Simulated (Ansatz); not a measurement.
# SiO2 (Fddd): band gap by G0W0 on LDA, part 2 of 2

How far does one-shot GW move the LDA gap of SiO2 (Fddd)?

Ansatz 0.2.0; LDA, then G0W0 on it, plane waves, PAW. Known limits of the many-body steps: finite bands, screening cutoff and k mesh; no spin-orbit coupling in G0W0.

So far. Step 2 (The LDA band structure): Over mesh and path the gap is 5.533 eV, direct, at k = Γ.

In doubt: masses and optical values from hybrid runs of this build are listed as unsure (in some of the runs), which bears on the screening that GW takes from such a start.

### 3. The quasiparticle correction

G0W0 replaces the xc potential by a self-energy built once from the orbitals of the start. Levels are corrected in the window of bands that the input names, at points of the mesh.

This step: G0W0 on LDA, plane waves, PAW; PAW set soft_1.

Contents of input.yaml:

```yaml
crystal:
  lattice:
    - [0.0, 4.71625711, 7.3627753715]
    - [2.3595806657, 0.0, 7.3627753715]
    - [2.3595806657, 4.71625711, 0.0]
  atoms:
    - { symbol: Si, position: [0.56323108, 0.56323108, 0.93676892] }
    - { symbol: Si, position: [0.31323108, 0.31323108, 0.68676892] }
    - { symbol: Si, position: [0.68676892, 0.68676892, 0.31323108] }
    - { symbol: Si, position: [0.93676892, 0.93676892, 0.56323108] }
    - { symbol: O, position: [0.625, 0.125, 0.625] }
    - { symbol: O, position: [0.625, 0.625, 0.125] }
    - { symbol: O, position: [0.625, 0.625, 0.625] }
    - { symbol: O, position: [0.125, 0.625, 0.625] }
    - { symbol: O, position: [0.1865604, 0.8134396, 0.1865604] }
    - { symbol: O, position: [0.8134396, 0.1865604, 0.8134396] }
    - { symbol: O, position: [0.4365604, 0.0634396, 0.4365604] }
    - { symbol: O, position: [0.0634396, 0.4365604, 0.0634396] }
kpoints:
  mp_grid: { grid: [4, 4, 4] }
hamiltonian:
  xc: lda
  pseudopotentials: { kind: paw, azcp: { folder: soft_1 }, xc_functional: pbe }
scf:
  occupations: { method: fixed }
gw:
  n_empty_bands: 898
  ecut_chi: 180.0
  qp_bands: [v4, c4]
  qp_kpoints: band_edges
  screening: { model: contour_deformation }
```

Command:

```console
$ ansatz run input.yaml --threads 3 --pin off --max-ram 92160MiB --backend cuda --events-out ev --progress --plain --runs-dir out --devices 1 --max-vram 13GiB
```

Numbers of over 12 decimals in the logs are rounded to 6 here.

The program printed:

```text
GPUs: using 1 of 1 available (devices: 1).
[...]
GPU FFT provider: cuFFT
GPU libraries: cuBLAS 13.8.2, cuFFT 12.4.0, cuSOLVER 12.3.4
Crystal: 12 atoms, lattice volume = 163.872 Å³
Basis set: ecut = 420 eV, 3169 PW (Γ)
Bands: 44, of which v1, the nominal top of the filled ones, is band 32 counted from 1 (31 counted from 0)
Symmetry: 8 space group operations
[...]
k-points: 18 of 64
[...]
GPU buffer pool allocated for 116640 grid points (all kernels)
[...]
SCF iter   1: F=—  HF=-6897.269031 eV  |F-HF|=—  |Δ(HF+E_count)|=         —  Δρ=1.22e-1  dr2=2.19e1  ethr=3.10e-3  ⟨swp⟩=4.8  Hψ=3262  notcnv=0  defer=148
[...]
SCF iter   8: F=-6890.709766 eV  HF=-6890.709766 eV  |F-HF|=7.34e-8  |Δ(HF+E_count)|=   3.50e-6  Δρ=7.54e-6  dr2=9.25e-8  ethr=1.56e-10  ⟨swp⟩=14.2  Hψ=5069  notcnv=0
SCF 1 converged in 8 iterations: F = -6890.709766 eV  dr2 = 9.25e-8
[...]
NSCF: frozen V_eff on 18 k-points
the band table was solved once the SCF had ended and its energy, with any forces and stress, was formed, with the checks that follow a solve (3534 applications of the Hamiltonian). They found nothing against the state; the energy, forces and stress were not computed again (output.eigenvalues in the input reference)
[...]
G₀W₀ screening: q 1/18
[... further progress lines ...]
[...]
SCF converged after 8 iterations
Free energy (F): -6890.709766 eV
[...]
Internal energy: -6890.709766 eV  (E = F + TS)
E sigma→0 (E₀):  -6890.709766 eV
Fermi energy:    1.447511 eV
[...]
--- Band table (eV; the first three rows and the last of 18) ---
  k-point 0: bands = [... 28 lower, 0.8042, 1.0083, 1.4099, 1.4475, 6.9810, 9.5144, 9.5647, 9.9041, ... 8 higher]
  k-point 1: bands = [... 28 lower, 0.6813, 1.0260, 1.2064, 1.2809, 7.9190, 9.9867, 10.0478, 10.2783, ... 8 higher]
  k-point 2: bands = [... 28 lower, 0.8286, 0.8734, 1.1237, 1.1847, 9.4064, 9.9763, 10.2058, 10.7001, ... 8 higher]
  k-point 17: bands = [... 28 lower, 0.8148, 0.8148, 1.2814, 1.2814, 8.1256, 8.1256, 10.0021, 10.0021, ... 8 higher]
--- G₀W₀: contour deformation, 6 samples at zero and on the imaginary axis and 2 off it, 64 q-points, 898 empty bands' worth ---
  eigenvalues of the whole cell's RPA ε∞ on this k-mesh (on a slab, of 1 + 4πα/V) = 2.2603, 2.3124, 2.3196; static W/v taken at q = 0 is 0.435865
  gw.qp_kpoints: band_edges: 18 of 18 stored k-points solved, in 1 pass; an edge of the gap read off the rows below is read off those points alone
    ik  band        ε_KS         Σx   Σc(E_QP)       V_xc       Z   E_QP_lin       E_QP  E_QP is
     0    29      0.8042   -26.3416     3.9710   -20.5507  0.8015    -1.0448    -1.0157  root
     0    30      1.0083   -26.5876     4.0410   -20.7265  0.8001    -0.8411    -0.8118  root
     0    31      1.4099   -26.9245     3.9694   -21.2008  0.8013    -0.3703    -0.3444  root
     0    32      1.4475   -26.5903     3.9798   -20.8379  0.8009    -0.3521    -0.3250  root
     0    33      6.9810    -6.9733    -3.3628   -11.7613  0.8677     8.4165     8.4061  root
     0    34      9.5144    -6.1078    -3.9568   -11.8416  0.8619    11.3107    11.2914  root
     0    35      9.5647    -5.5973    -3.9265   -11.2726  0.8637    11.3321    11.3134  root
     0    36      9.9041    -7.7439    -3.7153   -13.2195  0.8525    11.6845    11.6643  root
     1    29      0.6813   -26.1489     4.0325   -20.2685  0.7995    -1.1979    -1.1665  root
     1    30      1.0260   -26.4125     3.9953   -20.6081  0.8008    -0.8119    -0.7830  root
     1    31      1.2064   -26.5855     3.9741   -20.8281  0.8011    -0.6044    -0.5769  root
     1    32      1.2809   -26.5693     3.9913   -20.7950  0.8005    -0.5299    -0.5022  root
     1    33      7.9190    -7.4924    -3.4028   -12.4070  0.8623     9.4435     9.4309  root
     1    34      9.9867    -7.2335    -3.9439   -13.0057  0.8550    11.8368    11.8151  root
     1    35     10.0478    -7.1512    -3.8845   -12.8362  0.8551    11.8695    11.8484  root
     1    36     10.2783    -6.2082    -3.9355   -11.9268  0.8579    12.0821    12.0613  root
     2    29      0.8286   -26.1856     4.0142   -20.3406  0.7996    -1.0327    -1.0022  root
     2    30      0.8734   -26.2795     4.0052   -20.4582  0.7999    -0.9724    -0.9426  root
     2    31      1.1237   -26.6072     3.9876   -20.8282  0.8010    -0.6954    -0.6676  root
     2    32      1.1847   -26.6396     3.9978   -20.8509  0.8006    -0.6341    -0.6062  root
     2    33      9.4064    -7.4892    -3.7138   -12.8954  0.8566    11.1166    11.0987  root
     2    34      9.9763    -7.5173    -3.6120   -12.8221  0.8544    11.6875    11.6691  root
     2    35     10.2058    -9.5201    -4.2914   -15.8945  0.8462    12.3183    12.2887  root
     2    36     10.7001    -6.2928    -3.9797   -12.0822  0.8572    12.5318    12.5098  root
     3    29      0.8056   -26.1924     3.9860   -20.3797  0.8009    -1.0510    -1.0211  root
     3    30      0.8782   -26.3734     4.0209   -20.5343  0.7999    -0.9696    -0.9400  root
     3    31      0.9118   -26.3473     4.0408   -20.4785  0.7991    -0.9465    -0.9161  root
     3    32      1.0897   -26.4816     4.0101   -20.6653  0.8001    -0.7453    -0.7164  root
     3    33      9.1759    -7.0783    -3.4975   -12.1567  0.8595    10.7718    10.7568  root
     3    34     10.4817    -7.5641    -3.9486   -13.3766  0.8526    12.3688    12.3455  root
     3    35     10.6013    -6.5696    -3.9340   -12.2859  0.8558    12.4048    12.3835  root
     3    36     10.6430   -11.3492    -4.5246   -18.1305  0.8353    12.9378    12.8996  root
     4    29      0.5432   -25.9864     4.0151   -20.1204  0.7996    -1.3393    -1.3076  root
     4    30      0.7824   -26.2663     4.0213   -20.4093  0.7997    -1.0837    -1.0531  root
     4    31      1.1392   -26.4998     4.0217   -20.6775  0.7998    -0.6901    -0.6613  root
     4    32      1.3215   -26.6316     3.9986   -20.8499  0.8005    -0.4891    -0.4615  root
     4    33      9.2712    -8.2769    -3.6831   -13.6805  0.8535    11.0100    10.9917  root
     4    34      9.8471    -8.5044    -3.9196   -14.2585  0.8507    11.7037    11.6816  root
     4    35     10.2779    -6.8106    -3.6541   -12.1634  0.8559    11.9953    11.9765  root
     4    36     10.6430    -7.0063    -3.7707   -12.5396  0.8537    12.4265    12.4056  root
[...]
16    33      9.7428    -8.0668    -3.8004   -13.6387  0.8525    11.5347    11.5144  root
    16    34      9.7428    -8.0668    -3.8004   -13.6387  0.8525    11.5347    11.5144  root
    16    35     10.4557    -7.6080    -3.8884   -13.3392  0.8527    12.3211    12.2985  root
    16    36     10.4557    -7.6080    -3.8884   -13.3392  0.8527    12.3211    12.2985  root
    17    29      0.8148   -25.9232     3.9764   -20.1120  0.8003    -1.0506    -1.0200  root
    17    30      0.8148   -25.9232     3.9764   -20.1120  0.8003    -1.0506    -1.0200  root
    17    31      1.2814   -26.5485     3.9583   -20.8144  0.8014    -0.5214    -0.4943  root
    17    32      1.2814   -26.5485     3.9583   -20.8144  0.8014    -0.5214    -0.4943  root
    17    33      8.1256    -7.6193    -3.4079   -12.5606  0.8608     9.6721     9.6590  root
    17    34      8.1256    -7.6193    -3.4079   -12.5606  0.8608     9.6721     9.6590  root
    17    35     10.0021    -6.5266    -3.9107   -12.2452  0.8572    11.8309    11.8100  root
    17    36     10.0021    -6.5266    -3.9107   -12.2452  0.8572    11.8309    11.8100  root
```

Run time: 3.3 min. Hardware: 1 × NVIDIA H100 80GB HBM3 (shared by 6 runs) with 3 threads of AMD EPYC 7R13 (Zen 3), shared host; peak memory 4.4 GiB; 5.9 min of CPU time.

This step gave:

```yaml
bands_summed: 930
rpa_eps_infinity_on_this_mesh_eigenvalues: 2.260, 2.312, 2.320
plane_waves_in_the_screening_matrix: 915
q_points_in_the_mesh: 64
g0w0_gap_over_the_corrected_points: 8.731 eV
k_of_the_valence_top: 0, 0, 0
k_of_the_conduction_bottom: 0, 0, 0
starting_gap_on_the_mesh: 5.533 eV
z_at_the_valence_top: 0.8009
z_at_the_conduction_bottom: 0.8677
least_direct_g0w0_gap_over_the_corrected_points: 8.731 eV
```

Over all 18 irreducible mesh points the G0W0 gap is 8.731 eV, direct, at k = Γ. The LDA gap of this run on the mesh is 5.533 eV. The two states that bound the G0W0 gap lie that far apart at the start, so the correction of the gap is 8.731 − 5.533 = +3.198 eV. The start of this run differs from the step before in mesh (6×6×6 and 4×4×4).

Labels follow the order of the start: v1 is the top filled band, c1 the lowest empty one; levels that stay degenerate share a row, the window can cut a multiplet, doubted levels are not marked in this list, bands outside the window were not corrected, and the list may be a part of the corrected levels. Levels before and after the correction, in eV, zero at the valence-band top of each column:

```csv
,conduction bottom,valence top
Kohn-Sham,5.53,0.00
G0W0,8.73,0.00
```

```csv
,level,occupation,energy (eV)
Kohn-Sham,Γ v4,2,-0.643
Kohn-Sham,Γ v3,2,-0.439
Kohn-Sham,Γ v2,2,-0.038
Kohn-Sham,Γ v1,2,0.000
Kohn-Sham,Γ c1,0,5.533
Kohn-Sham,Γ c2,0,8.067
Kohn-Sham,Γ c3,0,8.117
Kohn-Sham,Γ c4,0,8.457
G0W0,Γ v4,2,-0.691
G0W0,Γ v3,2,-0.487
G0W0,Γ v2,2,-0.019
G0W0,Γ v1,2,0.000
G0W0,Γ c1,0,8.731
G0W0,Γ c2,0,11.616
G0W0,Γ c3,0,11.639
G0W0,Γ c4,0,11.989
```

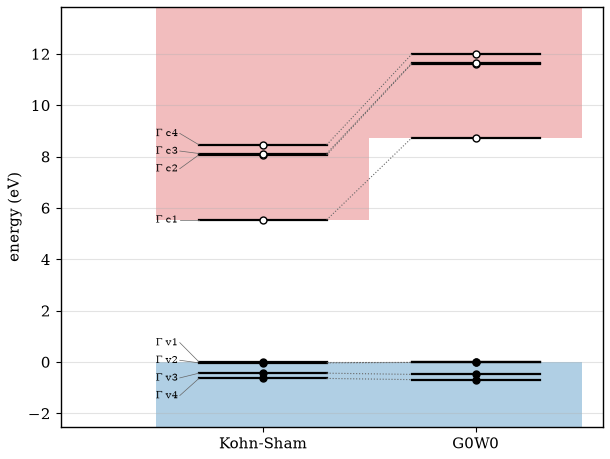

Levels before and after the correction. Shaded: valence and conduction bands. Filled marks are occupied levels, open marks empty ones.

The parts of the quasiparticle energy for the two states that bound the G0W0 gap, in eV on the run's own scale (QP = start + Σx + Σc − Vxc, with Σc at the quasiparticle energy):

```csv
edge,k,band,start,Σx,Σc,Vxc,Z,QP
valence top,Γ,32,1.448,−26.590,3.980,−20.838,0.801,−0.325
conduction bottom,Γ,33,6.981,−6.973,−3.363,−11.761,0.868,8.406
```

### 4. The runs together

Each gap is the least one over the points named; times are wall times on shared hosts, not benchmarks. A G0W0 time includes the run's own self-consistent start. Rows marked * are further runs, not shown as steps, whose inputs differ from the G0W0 step on the same start in the columns given; solver thresholds can differ too.

```csv
level,mesh,"files, cutoff","bands summed, screening",points,gap (eV),valence top,conduction bottom,least direct gap (eV),time
LDA,6×6×6,"soft_1 PAW, 420 eV",-,mesh and path,5.533,Γ,Γ,5.533,18 s
G0W0@LDA*,4×4×4,"soft_1 PAW, 420 eV","179, 54 eV",all 18 irreducible mesh points,8.379,Γ,Γ,8.379,28 s
G0W0@LDA*,4×4×4,"soft_1 PAW, 420 eV","449, 108 eV",all 18 irreducible mesh points,8.532,Γ,Γ,8.532,55 s
G0W0@LDA,4×4×4,"soft_1 PAW, 420 eV","930, 180 eV",all 18 irreducible mesh points,8.731,Γ,Γ,8.731,3.3 min
G0W0@LDA*,4×4×4,"soft_1 PAW, 420 eV","449, 108 eV, plasmon pole",all 18 irreducible mesh points,8.509,Γ,Γ,8.509,1.8 min
```

### 5. Summary of results

* LDA gap over mesh and path: 5.533 eV, direct, at k = Γ
* G0W0@LDA gap over all 18 irreducible mesh points: 8.731 eV, direct, at k = Γ
* GW settings: 4×4×4 mesh, 898 empty bands, screening to 180 eV, PAW set soft_1 files
* known limits: finite bands, screening cutoff and k mesh; no spin-orbit coupling in G0W0

**Reading.** Over all 18 irreducible mesh points the G0W0 gap is 8.731 eV, direct, at k = Γ. The LDA gap of this run on the mesh is 5.533 eV. The two states that bound the G0W0 gap lie that far apart at the start, so the correction of the gap is 8.731 − 5.533 = +3.198 eV. The valence state moves by −0.325 − 1.448 = −1.773 eV and the conduction state by 8.406 − 6.981 = +1.425 eV, on the run's own scale; with 179 bands the edge states move by −1.306 and +1.539 eV, so the split between the edges depends on the bands and cutoff. Both edges that LDA shows over mesh and path lie at k points where levels were corrected. Levels at other points were not corrected, so a lower G0W0 gap elsewhere in the zone is not ruled out. From 179 bands and 54 eV to 930 bands and 180 eV the gap moves by 8.731 − 8.379 = +0.352 eV (rung by rung 8.379, 8.532, 8.731 eV); bands and screening cutoff rise together, so their parts are not told apart. A line in one over the bands through the two highest rungs gives 8.731 + (8.731 − 8.532) × 449 / (930 − 449) = 8.917 eV, and through the pair below 8.532 + (8.532 − 8.379) × 179 / (449 − 179) = 8.633 eV. The two differ by 0.284 eV, not under the 0.030 eV asked, so the law does not hold well over these rungs and the limit is not known. With the plasmon pole model in place of the contour deformation model and all else as in the G0W0@LDA row with 449 bands, the gap differs by 8.509 − 8.532 = −0.023 eV. G0W0 on other starts in this series, not shown as steps and not all at these settings: 8.907 eV on r2SCAN (4×4×4, soft_1 PAW, 449 bands, 108 eV) and 9.362 eV on HSE06 (4×4×4, soft_1 PAW, 449 bands, 108 eV). The G0W0 runs are scalar-relativistic. No pair of G0W0 runs that differ in the mesh alone is shown (4×4×4 is a supercell whose nearest images lie 19 Å apart), so the error from the mesh is not known here. G0W0@LDA runs of this series with other atomic data on the same mesh, not shown as steps, give 8.554 eV (hard PAW, 930 eV, 449 bands, screening to 108 eV; the table's row with the same empty bands and screening cutoff has 8.532 eV); where bands and cutoffs differ too, the part of the files is not isolated.

[Paths, hosts, dates, memory and timing lines, banners, echoed tables and standing remarks are left out of the program output.]

[Logs are printed without paths, hosts, clocks, repeated set-up lines and the standing remarks that a program may print on its own settings, such as how far it seeks lower states.]

[Runs of the session that timed out or met a known fault of the program may be left out.]

[Cells called generated may have been cut or substituted from an entry of the Crystallography Open Database or the Materials Project.]

[Hosts, paths, dates, database ids (printed as entryN), source tags and the programs' standing remarks are cut or masked in the printed files.]

[Where an RPA ε∞ is given, it is that of the G0W0 mesh and is not shown converged in it. Names of k-points follow the symmetry that the program found, which can be lower than the space group named. Band edges on a path are those of the sampled points; other points can move an edge, and change direct to indirect where valleys lie close.]

[Hybrid gaps are those of their k-mesh and are not shown converged in it.]
